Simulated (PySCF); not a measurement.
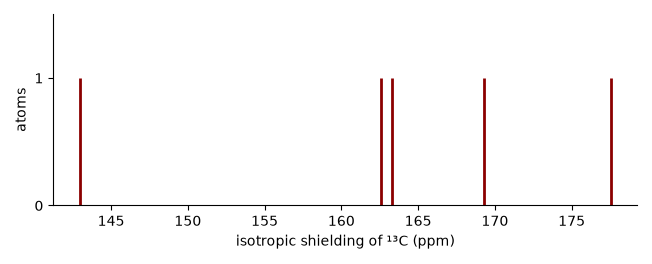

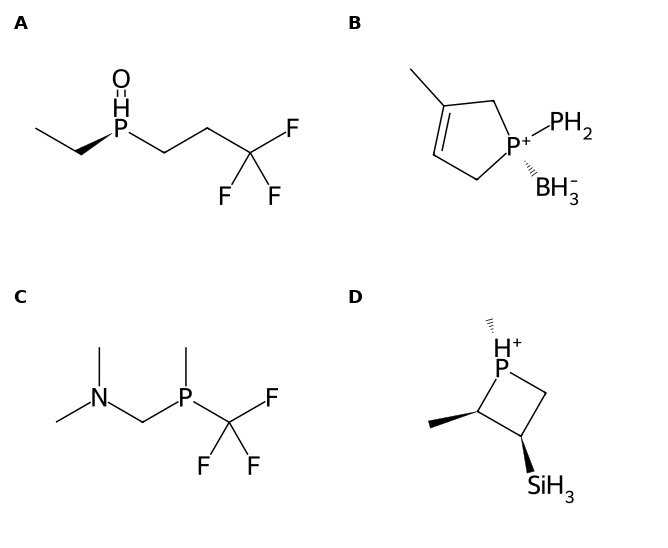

The sticks are computed shieldings of one of the molecules, for one fixed geometry (GFN2-xTB) without averaging over rotations. Low shielding means a high chemical shift. Method: GIAO PBE0/pcSseg-1 NMR shielding, non-relativistic, gas phase (PySCF 2.14.0).

Match the spectrum to a structure.

D, `C[C@@H]1[C@H]([SiH3])C[P@H+]1C`. Its 5 C atoms give lines at 143.0, 162.6, 163.3, 169.3, 177.5 ppm.

The geometry is semi-empirical. Around B, P, Si such bond lengths and angles can be off by a tenth of an ångström or more and by several degrees, and values that hang on the shape move with them.
